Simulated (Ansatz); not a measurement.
# C3H6AlF: from a rough start to a minimum

Aim: relax C3H6AlF from a cheap starting geometry, then compute its harmonic vibrations to see whether it is a minimum and to get the zero-point energy and entropy, and look at its orbitals and charge.

The runs use Ansatz 0.2.0, Gaussian basis; RKS PBE0-D4/def2-TZVP.

Levels to be run: relaxation at PBE-D4/def2-SVP; relaxation at PBE0-D4/def2-TZVP; harmonic vibrations at the same level; a single point in def2-TZVPP for the fields.

### 1 Starting geometry

SMILES `FC1C[CH]1[AlH2]`, 11 atoms, charge 0, spin multiplicity 1.

Atoms are counted from 1 here; the program's logs count them from 0.

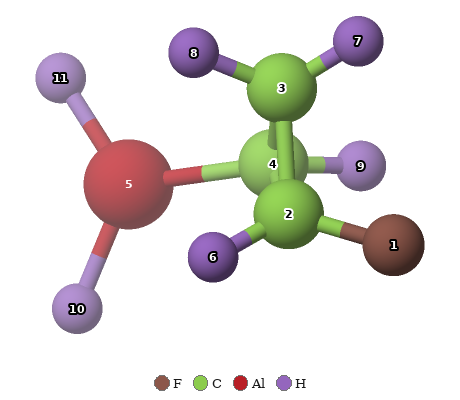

The starting geometry (fluorine brown, carbon green, aluminium red, hydrogen purple); atoms are numbered from 1 in the order of the file.

Geometry (Å):

```
atom    x (Å)    y (Å)    z (Å)
  F1  -1.3743   0.4673   1.9477
  C2  -0.3130   0.4223   1.1185
  C3   0.0262  -1.0013   0.7534
  C4  -0.5366  -0.1004  -0.2741
 Al5   0.5954   0.5677  -1.7388
  H6   0.5421   1.1424   1.2486
  H7  -0.5804  -1.7688   1.2184
  H8   1.1894  -1.1484   0.6364
  H9  -1.6781  -0.3362  -0.3938
 H10   0.7598   2.1491  -1.9175
 H11   1.4350  -0.4507  -2.5781
```

The start is a force-field geometry with small random shifts, so a cheaper pass at PBE-D4/def2-SVP comes first.

### 2 Optimising with PBE-D4/def2-SVP (cheap first pass)

File in.yaml:

```yaml
crystal:
  periodic: [false, false, false]
  atoms:
    - {symbol: F, position_ang: [-1.374300, 0.467300, 1.947700]}
    - {symbol: C, position_ang: [-0.313000, 0.422300, 1.118500]}
    - {symbol: C, position_ang: [0.026200, -1.001300, 0.753400]}
    - {symbol: C, position_ang: [-0.536600, -0.100400, -0.274100]}
    - {symbol: Al, position_ang: [0.595400, 0.567700, -1.738800]}
    - {symbol: H, position_ang: [0.542100, 1.142400, 1.248600]}
    - {symbol: H, position_ang: [-0.580400, -1.768800, 1.218400]}
    - {symbol: H, position_ang: [1.189400, -1.148400, 0.636400]}
    - {symbol: H, position_ang: [-1.678100, -0.336200, -0.393800]}
    - {symbol: H, position_ang: [0.759800, 2.149100, -1.917500]}
    - {symbol: H, position_ang: [1.435000, -0.450700, -2.578100]}
basis:
  gaussian: {orbitals: def2-SVP}
hamiltonian: {xc: pbe, dispersion: d4}
relax: {f_tol: 0.03, max_steps: 200}
```

Launch:

```console
ansatz run in.yaml --threads 4 --pin off --events-out ev --progress --plain --max-ram 10444MiB
```

Standard output, shortened:

```text
Functional definition: PBE
  name "PBE"
  cite "Perdew, Burke & Ernzerhof, Phys. Rev. Lett. 77, 3865 (1996) doi:10.1103/PhysRevLett.77.3865"
  parent pbe
[...]
1163 factors; their error is unknown
[...]
mean field -12503.21444142 eV, -459.4846557390 hartree, gradient 2.1e-5 eV, S^2 0.000000; 0 other end points of the search recorded, 0 dependent functions left out
[...]
reference -12503.21447952 eV, -459.4846571393 hartree; 23, 23 occupied and 81, 81 virtual orbitals, 1163 factors
relax step   1: F+E_penalty+E_count = -12503.41619339 eV  Δ(F+E_penalty+E_count) = +0.000e0 eV  max|allowed force component| = 3.782e0 eV/Å  Δτ_max = 0.0000 Å  (30 SCF iters, accepted)
[...]
relax step   6: F+E_penalty+E_count = -12503.86064148 eV  Δ(F+E_penalty+E_count) = -5.228e-4 eV  max|allowed force component| = 4.419e-2 eV/Å  Δτ_max = 0.0170 Å  (30 SCF iters, accepted)
[...]
relax step  11: F+E_penalty+E_count = -12503.88136822 eV  Δ(F+E_penalty+E_count) = -7.921e-3 eV  max|allowed force component| = 3.964e-1 eV/Å  Δτ_max = 0.1950 Å  (29 SCF iters, accepted)
[...]
relax step  16: F+E_penalty+E_count = -12503.97047017 eV  Δ(F+E_penalty+E_count) = -1.274e-2 eV  max|allowed force component| = 1.572e-1 eV/Å  Δτ_max = 0.1647 Å  (29 SCF iters, accepted)
[...]
relax step  19: F+E_penalty+E_count = -12503.97420035 eV  Δ(F+E_penalty+E_count) = -1.362e-3 eV  max|allowed force component| = 3.872e-2 eV/Å  Δτ_max = 0.0921 Å  (29 SCF iters, accepted)
[...]
relax step  20: F+E_penalty+E_count = -12503.97447812 eV  Δ(F+E_penalty+E_count) = -2.778e-4 eV  max|allowed force component| = 2.353e-2 eV/Å  Δτ_max = 0.0351 Å  (30 SCF iters, accepted)
1163 factors; their error is unknown
[...]
mean field -12503.77512506 eV, -459.5052604826 hartree, gradient 3.4e-5 eV, S^2 0.000000; 1 other end points of the search recorded, 0 dependent functions left out
[...]
reference -12503.77516377 eV, -459.5052619052 hartree; 23, 23 occupied and 81, 81 virtual orbitals, 1163 factors
Total energy: -12503.97451683 eV, -459.5125879951 hartree
Atom 0 at    -1.004988     0.632608     2.138483 Å, force     0.000216    -0.013385    -0.005235 eV/Å
Atom 1 at    -0.060862     0.264477     1.213288 Å, force     0.003483     0.010526    -0.012175 eV/Å
Atom 2 at    -0.116039    -1.113454     0.667458 Å, force    -0.001406    -0.011925     0.002571 eV/Å
Atom 3 at    -0.521002     0.084815    -0.225545 Å, force     0.017000     0.013442     0.011123 eV/Å
Atom 4 at     0.553041     0.689493    -1.735130 Å, force     0.019968    -0.001859    -0.023530 eV/Å
Atom 5 at     0.913777     0.737291     1.434744 Å, force    -0.002354    -0.001635     0.002259 eV/Å
Atom 6 at    -0.937113    -1.749297     1.034716 Å, force    -0.002246    -0.002949     0.004831 eV/Å
Atom 7 at     0.825965    -1.651457     0.467199 Å, force    -0.002431     0.009283    -0.000365 eV/Å
Atom 8 at    -1.618133     0.191234    -0.303820 Å, force    -0.007833     0.004205    -0.001195 eV/Å
Atom 9 at    -0.117106     1.321394    -3.045681 Å, force    -0.005826    -0.003906     0.010585 eV/Å
Atom 10 at     2.147959     0.535896    -1.625011 Å, force    -0.018570    -0.001797     0.011130 eV/Å
Dipole moment:     0.077524    -0.143512    -0.082450 e Å
```

Run time: 18 s. Hardware: 4 threads, shared host.

Step by step: (the energy doesn't fall at every step)

```
step  energy from step 1 (eV)  largest force component (eV/Å)
   1                   0.0000                          3.7821
   2                  -0.3771                          1.0666
   3                  -0.4354                          0.3092
   4                  -0.4420                          0.1224
   5                  -0.4439                          0.0568
   6                  -0.4444                          0.0442
   7                  -0.4450                          0.0110
   8                  -0.4472                          0.1571
   9                  -0.4506                          0.2140
  10                  -0.4573                          0.3618
  11                  -0.4652                          0.3964
  12                  -0.4973                          0.2219
  13                  -0.5190                          0.1869
  14                  -0.5354                          0.1462
  15                  -0.5415                          0.2979
  16                  -0.5543                          0.1572
  17                  -0.4773                          1.0952
  18                  -0.5566                          0.0379
  19                  -0.5580                          0.0387
  20                  -0.5583                          0.0235
```

The force was under the threshold of 0.03 eV/Å already at step 7, but the program went on to step 20.

Close pairs (by a distance rule), those that changed most:

```
   bond  before (Å)  after (Å)  change (Å)
  C3–H8       1.178      1.103      -0.075
  C3–C4       1.478      1.548      +0.070
  C4–H9       1.172      1.105      -0.067
Al5–H11       1.564      1.606      +0.042
  C2–C3       1.508      1.483      -0.025
  F1–C2       1.348      1.372      +0.025
  C2–H6       1.125      1.106      -0.020
 C4–Al5       1.968      1.949      -0.019
```

### 3 Geometry optimisation, PBE0-D4/def2-TZVP

File in.yaml:

```yaml
crystal:
  periodic: [false, false, false]
  atoms:
    - {symbol: F, position_ang: [-1.004988, 0.632608, 2.138483]}
    - {symbol: C, position_ang: [-0.060862, 0.264477, 1.213288]}
    - {symbol: C, position_ang: [-0.116039, -1.113454, 0.667458]}
    - {symbol: C, position_ang: [-0.521002, 0.084815, -0.225545]}
    - {symbol: Al, position_ang: [0.553041, 0.689493, -1.735130]}
    - {symbol: H, position_ang: [0.913777, 0.737291, 1.434744]}
    - {symbol: H, position_ang: [-0.937113, -1.749297, 1.034716]}
    - {symbol: H, position_ang: [0.825965, -1.651457, 0.467199]}
    - {symbol: H, position_ang: [-1.618133, 0.191234, -0.303820]}
    - {symbol: H, position_ang: [-0.117106, 1.321394, -3.045681]}
    - {symbol: H, position_ang: [2.147959, 0.535896, -1.625011]}
basis:
  gaussian: {orbitals: def2-TZVP}
hamiltonian: {xc: pbe0, dispersion: d4}
relax: {f_tol: 0.005, max_steps: 150}
```

The command is unchanged.

Standard output, shortened:

```text
Functional definition: PBE0
  name "PBE0"
  cite "Adamo & Barone, J. Chem. Phys. 110, 6158 (1999) doi:10.1063/1.478522"
  cite "Perdew, Burke & Ernzerhof, Phys. Rev. Lett. 77, 3865 (1996) doi:10.1103/PhysRevLett.77.3865"
  parent pbe
[...]
1239 factors; their error is unknown
[...]
mean field -12513.99194576 eV, -459.8807217184 hartree, gradient 2.7e-5 eV, S^2 0.000000; 0 other end points of the search recorded, 0 dependent functions left out
[...]
reference -12513.99198043 eV, -459.8807229925 hartree; 23, 23 occupied and 174, 174 virtual orbitals, 1239 factors
relax step   1: F+E_penalty+E_count = -12514.15951864 eV  Δ(F+E_penalty+E_count) = +0.000e0 eV  max|allowed force component| = 6.247e-1 eV/Å  Δτ_max = 0.0000 Å  (28 SCF iters, accepted)
[...]
Atom 1 at    -0.050296     0.258840     1.201763 Å, force     0.002488     0.001952     0.001041 eV/Å
Atom 2 at    -0.117960    -1.097722     0.645476 Å, force    -0.004853    -0.001580     0.001596 eV/Å
Atom 3 at    -0.526736     0.112127    -0.213512 Å, force    -0.000480     0.001708     0.000179 eV/Å
Atom 4 at     0.547672     0.682287    -1.714392 Å, force    -0.001314     0.000640     0.000295 eV/Å
Atom 5 at     0.905483     0.721510     1.424886 Å, force    -0.002951     0.000842     0.002170 eV/Å
Atom 6 at    -0.923292    -1.725035     1.007429 Å, force     0.000891    -0.000649    -0.000736 eV/Å
Atom 7 at     0.805548    -1.621310     0.424893 Å, force     0.000476     0.000043    -0.000128 eV/Å
Atom 8 at    -1.606823     0.215736    -0.280374 Å, force     0.001258    -0.001683    -0.001404 eV/Å
Atom 9 at    -0.110716     1.235812    -3.047151 Å, force     0.000106     0.000070    -0.000405 eV/Å
Atom 10 at     2.125610     0.558416    -1.567535 Å, force    -0.000041    -0.000427     0.000231 eV/Å
Dipole moment:     0.107975    -0.145642    -0.150575 e Å
```

It took 20 s on 4 threads, shared host.

Step by step:

```
step  energy from step 1 (eV)  largest force component (eV/Å)
   1                   0.0000                          0.6247
   2                  -0.0387                          0.1918
   3                  -0.0430                          0.0467
   4                  -0.0431                          0.0218
   5                  -0.0433                          0.0207
   6                  -0.0434                          0.0237
   7                  -0.0435                          0.0124
   8                  -0.0435                          0.0102
   9                  -0.0435                          0.0063
  10                  -0.0435                          0.0049
```

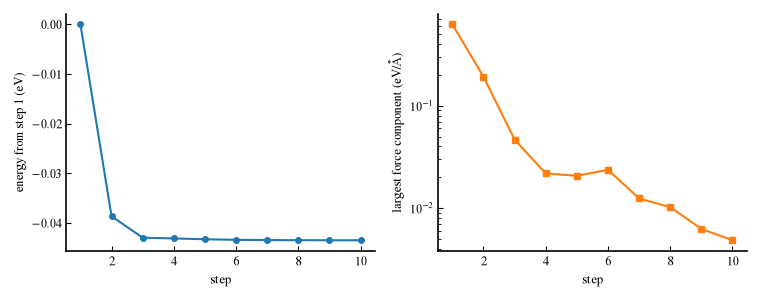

Energy and largest force along the relaxation.

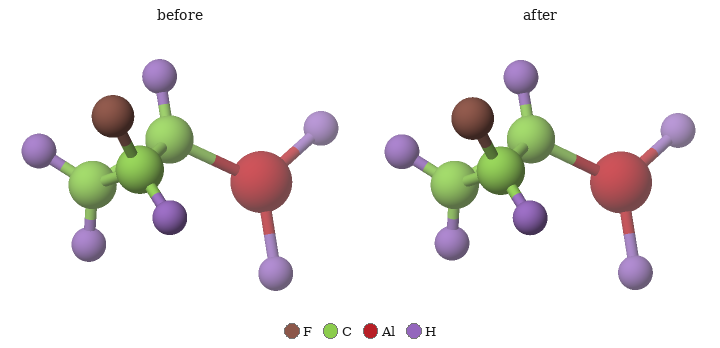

The geometry before (left) and after (right).

Close pairs (by a distance rule), those that changed most:

```
   bond  before (Å)  after (Å)  change (Å)
  C2–C4       1.521      1.501      -0.021
  C2–H6       1.106      1.085      -0.021
  C3–H8       1.103      1.084      -0.019
  C3–H7       1.102      1.083      -0.018
  C4–H9       1.105      1.087      -0.018
 C4–Al5       1.949      1.932      -0.017
Al5–H11       1.606      1.590      -0.016
Al5–H10       1.602      1.586      -0.016
```

Mulliken charges of the relaxed molecule (report file):

```
atom  value (e)
  F1      -0.22
  C2       0.10
  C3      -0.25
  C4      -0.29
 Al5       0.34
  H6       0.11
  H7       0.14
  H8       0.13
  H9       0.14
 H10      -0.09
 H11      -0.09
```

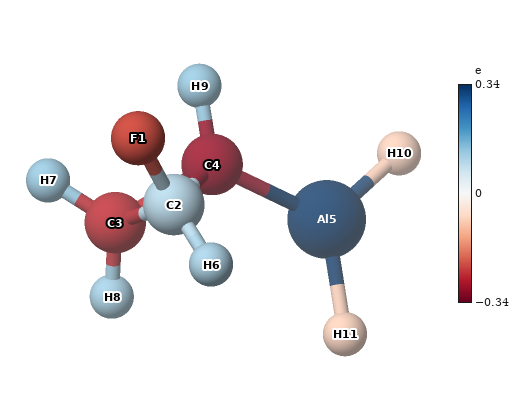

Mulliken charges of the relaxed molecule (report file), as colours on the atoms.

### 4 Force constants and modes

File in.yaml:

```yaml
crystal:
  periodic: [false, false, false]
  atoms:
    - {symbol: F, position_ang: [-0.982991, 0.602340, 2.139218]}
    - {symbol: C, position_ang: [-0.050296, 0.258840, 1.201763]}
    - {symbol: C, position_ang: [-0.117960, -1.097722, 0.645476]}
    - {symbol: C, position_ang: [-0.526736, 0.112127, -0.213512]}
    - {symbol: Al, position_ang: [0.547672, 0.682287, -1.714392]}
    - {symbol: H, position_ang: [0.905483, 0.721510, 1.424886]}
    - {symbol: H, position_ang: [-0.923292, -1.725035, 1.007429]}
    - {symbol: H, position_ang: [0.805548, -1.621310, 0.424893]}
    - {symbol: H, position_ang: [-1.606823, 0.215736, -0.280374]}
    - {symbol: H, position_ang: [-0.110716, 1.235812, -3.047151]}
    - {symbol: H, position_ang: [2.125610, 0.558416, -1.567535]}
basis:
  gaussian: {orbitals: def2-TZVP}
hamiltonian: {xc: pbe0, dispersion: d4}
phonons: {temperatures: {t_min: 298.15, t_max: 900, t_step: 200}}
```

The command is unchanged.

Standard output, shortened:

```text
Functional definition: PBE0
  name "PBE0"
  cite "Adamo & Barone, J. Chem. Phys. 110, 6158 (1999) doi:10.1063/1.478522"
  cite "Perdew, Burke & Ernzerhof, Phys. Rev. Lett. 77, 3865 (1996) doi:10.1103/PhysRevLett.77.3865"
  parent pbe
[...]
1239 factors; their error is unknown
[...]
mean field -12514.03415230 eV, -459.8822727799 hartree, gradient 3.2e-5 eV, S^2 0.000000; 0 other end points of the search recorded, 0 dependent functions left out
[...]
reference -12514.03418677 eV, -459.8822740468 hartree; 23, 23 occupied and 174, 174 virtual orbitals, 1239 factors
[...]
1239 factors; their error is unknown
mean field -12514.03409457 eV, -459.8822706584 hartree, gradient 1.5e-6 eV, S^2 0.000000; 0 other end points of the search recorded, 0 dependent functions left out
[...]
reference -12514.03412904 eV, -459.8822719254 hartree; 23, 23 occupied and 174, 174 virtual orbitals, 1239 factors
[...]
Atom 4 at     0.547672     0.682287    -1.714392 Å, force    -0.001290     0.000642     0.000279 eV/Å
Atom 5 at     0.905483     0.721510     1.424886 Å, force    -0.002932     0.000857     0.002179 eV/Å
Atom 6 at    -0.923292    -1.725035     1.007429 Å, force     0.000919    -0.000647    -0.000740 eV/Å
Atom 7 at     0.805548    -1.621310     0.424893 Å, force     0.000460     0.000063    -0.000137 eV/Å
Atom 8 at    -1.606823     0.215736    -0.280374 Å, force     0.001249    -0.001695    -0.001384 eV/Å
Atom 9 at    -0.110716     1.235812    -3.047151 Å, force     0.000110     0.000069    -0.000400 eV/Å
Atom 10 at     2.125610     0.558416    -1.567535 Å, force    -0.000051    -0.000430     0.000241 eV/Å
Dipole moment:     0.107976    -0.145642    -0.150574 e Å
Vibrations: 95.34 130.02 175.04 356.03 428.63 492.81 605.07 671.18 781.33 783.78 869.06 930.75 1004.06 1048.11 1055.22 1117.42 1182.06 1226.36 1268.70 1401.40 1481.15 1912.76 1928.05 3141.85 3153.55 3169.76 3233.42 cm⁻¹, zero-point energy 2.085593 eV
```

It took 1.7 min on 4 threads, shared host.

Motions are named by where the mode's potential energy lies. The modes, unscaled (a negative number is an imaginary wavenumber):

```
mode  cm⁻¹                          motion
   1    95               torsion with bend
   2   130                         torsion
   3   175                            bend
   4   356                            bend
   5   429                            bend
   6   493                            bend
   7   605  torsion with out-of-plane bend
   8   671          bend with Al–C stretch
   9   781                            bend
  10   784                            bend
  11   869                            bend
  12   931                            bend
  13  1004                            bend
  14  1048           bend with C–F stretch
  15  1055                            bend
  16  1117                            bend
  17  1182           bend with C–F stretch
  18  1226                            bend
  19  1269           bend with C–C stretch
  20  1401                            bend
  21  1481                            bend
  22  1913                    Al–H stretch
  23  1928                    Al–H stretch
  24  3142                     C–H stretch
  25  3154                     C–H stretch
  26  3170                     C–H stretch
  27  3233                     C–H stretch
```

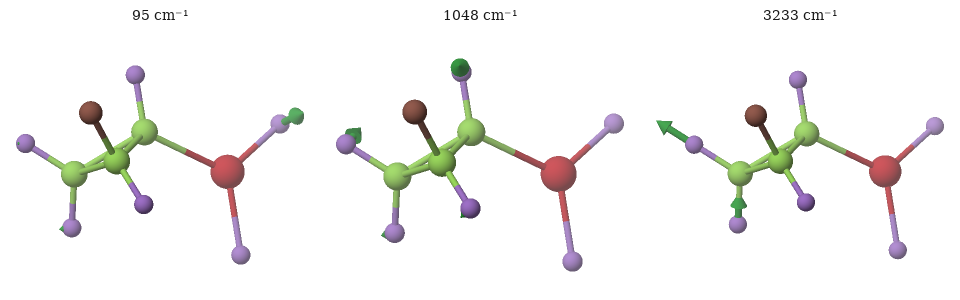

Displacements of 3 modes, as arrows.

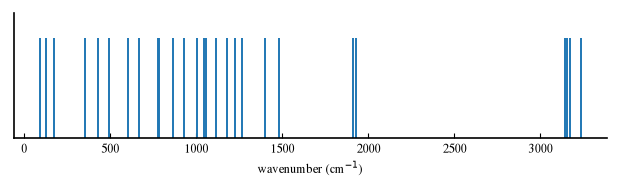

The harmonic wavenumbers as sticks (no intensities were computed).

From these modes and the moments of inertia (298.15 K, 1 bar, symmetry number 1):

```
                term            value
   zero-point energy     201.2 kJ/mol
          H(298) − E     220.7 kJ/mol
entropy, translation  164.7 J/(mol K)
   entropy, rotation  110.9 J/(mol K)
  entropy, vibration   56.5 J/(mol K)
      entropy, total  332.1 J/(mol K)
```

### 5 Fields at the relaxed geometry

Changes to in.yaml since step 4:

```diff
@@ -15,4 +15,4 @@
 basis:
-  gaussian: {orbitals: def2-TZVP}
+  gaussian: {orbitals: def2-TZVPP}
 hamiltonian: {xc: pbe0, dispersion: d4}
-phonons: {temperatures: {t_min: 298.15, t_max: 900, t_step: 200}}
+output: {orbitals: {seedname: orbitals}}
```

Launched as before.

Standard output:

```text
Functional definition: PBE0
  name "PBE0"
  cite "Adamo & Barone, J. Chem. Phys. 110, 6158 (1999) doi:10.1063/1.478522"
  cite "Perdew, Burke & Ernzerhof, Phys. Rev. Lett. 77, 3865 (1996) doi:10.1103/PhysRevLett.77.3865"
  parent pbe
  parameter a = 0.25
  parameter kappa = 0.804
  parameter beta = 0.06672455060314922
  exchange = (1 - a)*pbe_x(kappa = kappa, mu = beta*pi^2/3) + a*exact_x
  correlation = pbe_c(beta = beta)
1350 factors; their error is unknown
mean field evaluation 1: about -12506.6717 eV, gradient 5.7e1 eV
mean field evaluation 2: about -12498.4543 eV, gradient 7.7e1 eV
mean field evaluation 4: about -12514.0506 eV, gradient 4.7e0 eV
mean field evaluation 8: about -12514.0775 eV, gradient 5.3e-2 eV
mean field evaluation 16: about -12514.0833 eV, gradient 6.1e-5 eV
mean field -12514.08327530 eV, -459.8840780169 hartree, gradient 6.1e-5 eV, S^2 0.000000; 0 other end points of the search recorded, 0 dependent functions left out
reference -12514.08331004 eV, -459.8840792937 hartree; 23, 23 occupied and 227, 227 virtual orbitals, 1350 factors
Total energy: -12514.25217142 eV, -459.8902848347 hartree
```

It took 2.4 s on 4 threads, shared host; peak memory 0.57 GiB.

The fields below are evaluated on a grid from the run's orbitals.

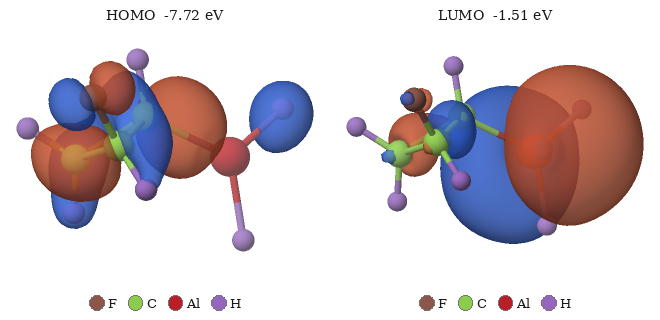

Frontier orbitals at PBE0-D4/def2-TZVPP; each surface holds 70 % of the orbital's density, blue and red mark the sign.

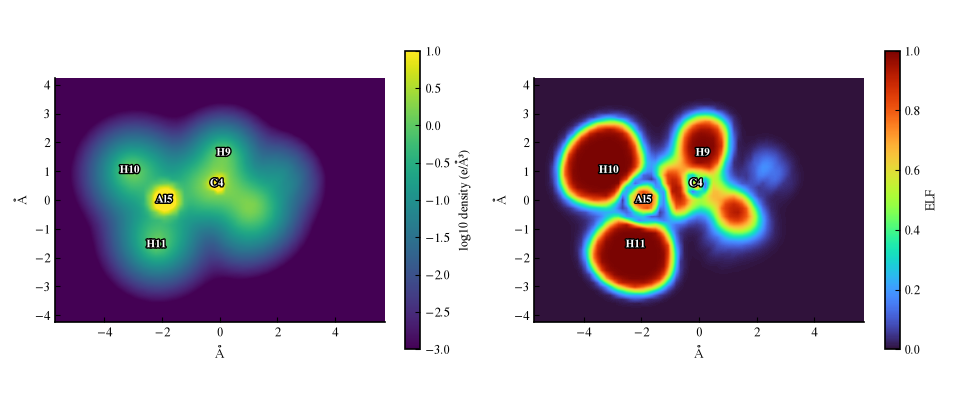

Density (left) and ELF (right) in a plane through or near 5 of the atoms.

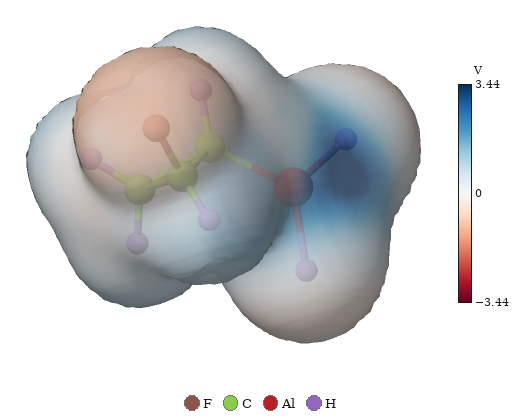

The potential that a unit positive charge feels on the 0.002 e/bohr³ surface, from the 1st to the 99th percentile, from -0.93 V near F1 to 3.44 V near Al5.

### 6 Outcome

| quantity | value |
| --- | --- |
| point group | C1 |
| steps | 20 + 10 |
| shift from the start (rms) | 0.796 Å |
| total energy | -12514.2031 eV |
| dispersion term | -169 meV |
| dipole moment | 1.13 D |
| lowest, highest wavenumber | 95, 3233 cm⁻¹ |
| zero-point energy | 201.2 kJ/mol |
| entropy at 298.15 K | 332.1 J/(mol K) |
| HOMO, LUMO | -7.72, -1.51 eV |

**Reading.** The atoms moved 0.80 Å (rms) from the start; the bond that changed most is C3–H8, from 1.178 to 1.084 Å. All wavenumbers are real, so the end point is a minimum. The stiffest mode, 3233 cm⁻¹, is a C–H stretch, and 3 modes under 200 cm⁻¹ make the vibrational entropy uncertain. Harmonic hybrid wavenumbers usually lie a few per cent above measured fundamentals. The largest Mulliken charge, +0.34 e, sits on Al5. The HOMO lies mostly on C4 25 %; C2, C3 about 15 % each and the LUMO on Al5 48 %; H10, H11 about 17 % each.
